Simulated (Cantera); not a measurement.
Input: 1 mol HBr, 0.15 mol H2, 4.4 mol O2, at 19.0 bar.

Method: chemical equilibrium by Gibbs-energy minimisation in Cantera with the NASA 1993 tables (ideal gas, pure condensed phases). Candidate condensed phases: Br2, H2O; 12 gas species. Rates play no part.

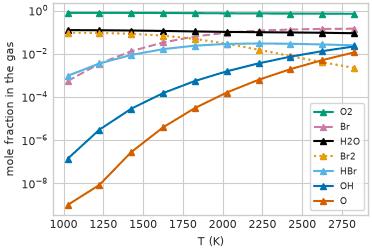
Fig. 1. Equilibrium gas composition (values under 1e-9 drawn at 1e-9)

From 1025 K to 2825 K nothing is condensed.
